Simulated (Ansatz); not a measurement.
## Abstraction of F: CF4 + C2HF4O → CF3 + C2HF5O

Gas-phase species: CF4 `FC(F)(F)F`, singlet; C2HF4O `F[C](F)OC(F)F`, doublet; CF3 (trifluoromethyl radical) `F[C](F)F`, doublet; C2HF5O ((difluoromethoxy)(trifluoro)methane) `FC(F)OC(F)(F)F`, singlet. A radical takes F: the energy is the difference in strength between two C–F bonds in different surroundings.

Shapes, held fixed at every level: PBE0-D4/def2-TZVP. Flexible molecules stand in one conformer, not always the lowest. Programs: Ansatz 0.2.0. Electronic energies: no zero-point or thermal term.

```json
{"level": "MP2/def2-TZVPP", "kind": "perturbation theory", "ΔE (kJ/mol)": "+1.3", "less CCSD(T)/CBS estimate": "-1.0"}
{"level": "r2SCAN-D4/def2-TZVPP", "kind": "meta-GGA", "ΔE (kJ/mol)": "+3.5", "less CCSD(T)/CBS estimate": "+1.2"}
{"level": "B3LYP-D4/def2-TZVPP", "kind": "global hybrid", "ΔE (kJ/mol)": "+2.8", "less CCSD(T)/CBS estimate": "+0.5"}
{"level": "PBE0-D4/def2-TZVPP", "kind": "global hybrid", "ΔE (kJ/mol)": "+3.5", "less CCSD(T)/CBS estimate": "+1.2"}
{"level": "wB97X-V/def2-TZVPP", "kind": "range-separated hybrid", "ΔE (kJ/mol)": "+1.6", "less CCSD(T)/CBS estimate": "-0.7"}
{"level": "CCSD(T)/def2-TZVPP", "kind": "coupled cluster or CI", "ΔE (kJ/mol)": "+2.0", "less CCSD(T)/CBS estimate": "-0.3"}
{"level": "CCSD/def2-TZVPP", "kind": "coupled cluster or CI", "ΔE (kJ/mol)": "+2.6", "less CCSD(T)/CBS estimate": "+0.3"}
{"level": "CCSD(T)/CBS estimate", "kind": "coupled cluster or CI", "ΔE (kJ/mol)": "+2.3", "less CCSD(T)/CBS estimate": "0.0"}
```

The highest level, CCSD(T)/CBS estimate, gives ΔE = +2.3 kJ/mol; the levels span +1.3 to +3.5. That is about zero within the method's error. The column of differences is taken from that level and isn't an error. No measured value is set beside it here. Open shells run unrestricted. The CBS estimate extrapolates MP2 from def2-TZVPP and def2-QZVPP and adds CCSD(T) − MP2 in the triple-zeta set, cores frozen.

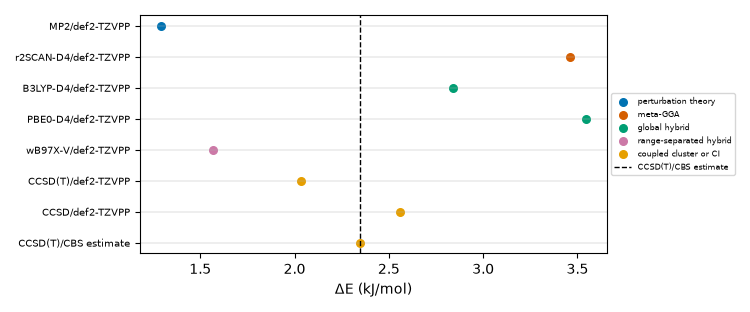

The values of the table, level by level.
